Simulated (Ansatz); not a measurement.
# singlet Si2H5O−: levels of theory compared

Wanted: a comparison of 5 runs (HF/def2-SVPD, B3LYP/def2-SVPD, PBE0/def2-SVPD, SVWN5/def2-SVPD, revPBE/def2-SVPD) of singlet Si2H5O−. 

The calculation is run with Ansatz 0.2.0.

49 further runs of the same task are left out: 49 set aside as unsound or not needed.

## (1) The molecule

Si2H5O−: 8 atoms, total charge -1, spin state singlet. SMILES of the parent species: `O[SiH][SiH3]`. The coordinates come from a PBE0-D4/def2-TZVP relaxation. This is one conformer, not always the lowest. That shape belongs to the parent species and isn't relaxed for this state.

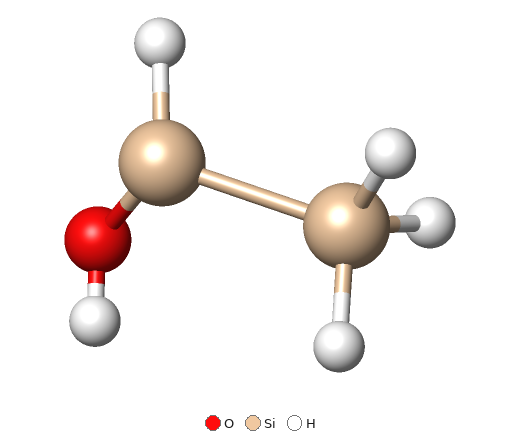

The structure, seen from a chosen angle (oxygen red, silicon light orange, hydrogen white).

## (2) The energy at HF/def2-SVPD (run 1)

Input file input.yaml:

```yaml
crystal:
  periodic: [false, false, false]
  atoms:
    - symbol: O
      position_ang: [-0.929000, 0.938400, -1.717100]
    - symbol: Si
      position_ang: [0.090400, 1.134000, -0.425000]
    - symbol: Si
      position_ang: [0.314200, -0.774200, 0.917600]
    - symbol: H
      position_ang: [-1.805900, 0.598400, -1.530300]
    - symbol: H
      position_ang: [1.378700, 1.582300, -1.024400]
    - symbol: H
      position_ang: [1.190000, -0.426800, 2.069000]
    - symbol: H
      position_ang: [0.883900, -1.960400, 0.216700]
    - symbol: H
      position_ang: [-1.030200, -1.148700, 1.437600]
basis:
  gaussian:
    orbitals: def2-SVPD
total_charge: -1
hamiltonian:
  xc: hf
accuracy: high
output:
  orbitals: {seedname: orbitals}
```

The run is started by

```console
$ ansatz run input.yaml --threads 1 --pin off --max-ram 3480MiB --events-out events.jsonl --progress --plain --runs-dir runs
```

The program printed:

```text
Warning: RAYON_NUM_THREADS=1 ignored (pool sized by the plan → 1); use --threads N
Functional definition: HF
  name "HF"
  exchange = exact_x
  correlation = 0
2162 factors; integrals over basis functions are off by at most 3.6e-9 eV
mean field evaluation 1: about -17832.2992 eV, gradient 2.0e1 eV
mean field evaluation 2: about -17832.3073 eV, gradient 2.0e1 eV
mean field evaluation 4: about -17833.8722 eV, gradient 3.1e0 eV
mean field evaluation 8: about -17833.9131 eV, gradient 2.1e-3 eV
mean field -17833.91309897 eV, -655.3842181268 hartree, gradient 8.2e-8 eV, S^2 0.000000; 0 other end points of the search recorded, 0 dependent functions left out
reference -17833.91309897 eV, -655.3842181268 hartree; 21, 21 occupied and 90, 90 virtual orbitals, 2162 factors
Total energy: -17833.91309897 eV, -655.3842181268 hartree
```

It took 3.9 s on 1 thread of Arm Neoverse V2, shared host; peak memory 0.32 GiB.

## (3) The energy at B3LYP/def2-SVPD (run 2)

Input file job.yaml:

```yaml
crystal:
  periodic: [false, false, false]
  atoms:
    - symbol: O
      position_ang: [-0.929000, 0.938400, -1.717100]
    - symbol: Si
      position_ang: [0.090400, 1.134000, -0.425000]
    - symbol: Si
      position_ang: [0.314200, -0.774200, 0.917600]
    - symbol: H
      position_ang: [-1.805900, 0.598400, -1.530300]
    - symbol: H
      position_ang: [1.378700, 1.582300, -1.024400]
    - symbol: H
      position_ang: [1.190000, -0.426800, 2.069000]
    - symbol: H
      position_ang: [0.883900, -1.960400, 0.216700]
    - symbol: H
      position_ang: [-1.030200, -1.148700, 1.437600]
basis:
  gaussian: {orbitals: def2-SVPD}
total_charge: -1
hamiltonian: {xc: {name: B3LYP}}
accuracy: high
output: {orbitals: {seedname: orbitals}}
```

The run is started by

```console
$ ansatz run job.yaml --threads 1 --pin off --max-ram 3480MiB --events-out events.jsonl --progress --plain --runs-dir runs
```

The program printed:

```text
Warning: RAYON_NUM_THREADS=1 ignored (pool sized by the plan → 1); use --threads N
Functional definition: B3LYP
  name "B3LYP"
  parameter a0 = 0.2
  parameter ax = 0.72
  parameter ac = 0.81
  exchange = (1 - a0 - ax)*slater_x + ax*b88_x + a0*exact_x
  correlation = (1 - ac)*vwn_rpa_c + ac*lyp_c
2162 factors; integrals over basis functions are off by at most 3.6e-9 eV
mean field evaluation 1: about -17877.5929 eV, gradient 2.2e1 eV
mean field evaluation 2: about -17876.6994 eV, gradient 3.3e1 eV
mean field evaluation 4: about -17878.7573 eV, gradient 1.0e0 eV
mean field evaluation 8: about -17878.8277 eV, gradient 1.0e-1 eV
mean field evaluation 16: about -17878.8277 eV, gradient 1.3e-4 eV
mean field -17878.82771682 eV, -657.0347998886 hartree, gradient 8.8e-8 eV, S^2 0.000000; 0 other end points of the search recorded, 0 dependent functions left out
reference -17878.82775852 eV, -657.0348014209 hartree; 21, 21 occupied and 90, 90 virtual orbitals, 2162 factors
Total energy: -17878.82775852 eV, -657.0348014209 hartree
```

Wall time 11 s (1 thread of Arm Neoverse V2, shared host); peak memory 0.38 GiB.

Run 3 isn't shown in full; the table further down has it.

## (4) The energy at SVWN5/def2-SVPD (run 4)

Input file in.yaml:

```yaml
crystal:
  periodic: [false, false, false]
  atoms:
    - {symbol: O, position_ang: [-0.929000, 0.938400, -1.717100]}
    - {symbol: Si, position_ang: [0.090400, 1.134000, -0.425000]}
    - {symbol: Si, position_ang: [0.314200, -0.774200, 0.917600]}
    - {symbol: H, position_ang: [-1.805900, 0.598400, -1.530300]}
    - {symbol: H, position_ang: [1.378700, 1.582300, -1.024400]}
    - {symbol: H, position_ang: [1.190000, -0.426800, 2.069000]}
    - {symbol: H, position_ang: [0.883900, -1.960400, 0.216700]}
    - {symbol: H, position_ang: [-1.030200, -1.148700, 1.437600]}
basis:
  gaussian: {orbitals: def2-SVPD}
total_charge: -1
magnetization: {spin_polarized: false}
hamiltonian: {xc: {name: SVWN5}}
accuracy: high
output: {orbitals: {seedname: orbitals}}
```

The run is started by

```console
$ ansatz run in.yaml --threads 1 --pin off --max-ram 3480MiB --events-out events.jsonl --progress --plain --runs-dir runs
```

The program printed:

```text
Warning: RAYON_NUM_THREADS=1 ignored (pool sized by the plan → 1); use --threads N
Functional definition: SVWN5
  name "SVWN5"
  exchange = slater_x
  correlation = vwn5_c
2162 factors; integrals over basis functions are off by at most 3.6e-9 eV
mean field evaluation 1: about -17797.5194 eV, gradient 2.3e1 eV
mean field evaluation 2: about -17795.3315 eV, gradient 4.3e1 eV
mean field evaluation 4: about -17799.0403 eV, gradient 2.6e0 eV
mean field evaluation 8: about -17799.0631 eV, gradient 1.5e-1 eV
mean field evaluation 16: about -17799.0632 eV, gradient 8.1e-5 eV
mean field -17799.06319320 eV, -654.1035077116 hartree, gradient 2.7e-8 eV, S^2 0.000000; 1 other end points of the search recorded, 0 dependent functions left out
reference -17799.06319750 eV, -654.1035078696 hartree; 21, 21 occupied and 90, 90 virtual orbitals, 2162 factors
Total energy: -17799.06319750 eV, -654.1035078696 hartree
```

Wall time 6.3 s (1 thread of Arm Neoverse V2, shared host); peak memory 0.29 GiB.

## (5) A single-point energy at revPBE/def2-SVPD (run 5)

Input file run.yaml:

```yaml
crystal:
  periodic: [false, false, false]
  atoms:
    - {symbol: O, position_ang: [-0.929000, 0.938400, -1.717100]}
    - {symbol: Si, position_ang: [0.090400, 1.134000, -0.425000]}
    - {symbol: Si, position_ang: [0.314200, -0.774200, 0.917600]}
    - {symbol: H, position_ang: [-1.805900, 0.598400, -1.530300]}
    - {symbol: H, position_ang: [1.378700, 1.582300, -1.024400]}
    - {symbol: H, position_ang: [1.190000, -0.426800, 2.069000]}
    - {symbol: H, position_ang: [0.883900, -1.960400, 0.216700]}
    - {symbol: H, position_ang: [-1.030200, -1.148700, 1.437600]}
basis:
  gaussian: {orbitals: def2-SVPD}
total_charge: -1
hamiltonian: {xc: {name: revPBE}}
accuracy: high
output: {orbitals: {seedname: orbitals}}
```

The run is started by

```console
$ ansatz run run.yaml --threads 1 --pin off --max-ram 3480MiB --events-out events.jsonl --progress --plain --runs-dir runs
```

The program printed:

```text
Warning: RAYON_NUM_THREADS=1 ignored (pool sized by the plan → 1); use --threads N
Functional definition: revPBE
  name "revPBE"
  parameter kappa = 1.245
  parameter beta = 0.06672455060314922
  exchange = pbe_x(kappa = kappa, mu = beta*pi^2/3)
  correlation = pbe_c(beta = beta)
2162 factors; integrals over basis functions are off by at most 3.6e-9 eV
mean field evaluation 1: about -17872.0698 eV, gradient 2.4e1 eV
mean field evaluation 2: about -17869.9044 eV, gradient 4.2e1 eV
mean field evaluation 4: about -17873.5791 eV, gradient 2.2e0 eV
mean field evaluation 8: about -17873.5957 eV, gradient 1.5e-1 eV
mean field evaluation 16: about -17873.5958 eV, gradient 7.7e-5 eV
mean field -17873.59582541 eV, -656.8425314254 hartree, gradient 6.0e-8 eV, S^2 0.000000; 1 other end points of the search recorded, 0 dependent functions left out
reference -17873.59583089 eV, -656.8425316269 hartree; 21, 21 occupied and 90, 90 virtual orbitals, 2162 factors
Total energy: -17873.59583089 eV, -656.8425316269 hartree
```

Run time: 9 s. Hardware: 1 thread of Arm Neoverse V2, shared host; peak memory 0.29 GiB.

## (6) Overview of the runs

```csv
run,level,energy (Eh),HOMO energy (eV),LUMO energy (eV),HOMO–LUMO gap (eV),wall time
1,HF/def2-SVPD,-655.384218,-0.64,5.98,6.62,3.9 s
2,B3LYP/def2-SVPD,-657.034801,1.23,3.82,2.59,11 s
3,PBE0/def2-SVPD,-656.660431,1.09,4.07,2.99,9 s
4,SVWN5/def2-SVPD,-654.103508,1.75,3.20,1.45,6.3 s
5,revPBE/def2-SVPD,-656.842532,1.91,3.41,1.50,9 s
```

## (7) Results

| quantity | value |
| --- | --- |
| run 5: total energy | -656.84253 Eh |
| run 5: HOMO energy | 1.91 eV |
| run 5: LUMO energy | 3.41 eV |
| run 5: HOMO–LUMO gap (to an unbound level, set by the basis) | 1.50 eV |

The HOMO–LUMO gap runs from 1.45 eV (SVWN5/def2-SVPD) to 6.62 eV (HF/def2-SVPD). Exact exchange widens orbital gaps. The empty levels of an anion lie above zero and hang on the basis. Totals of different functionals can't be ranked against each other. In runs 2, 3, 4, 5 the HOMO lies above zero, so the outermost electron may be held by the basis alone. All runs together took 39 s, the longest 11 s.
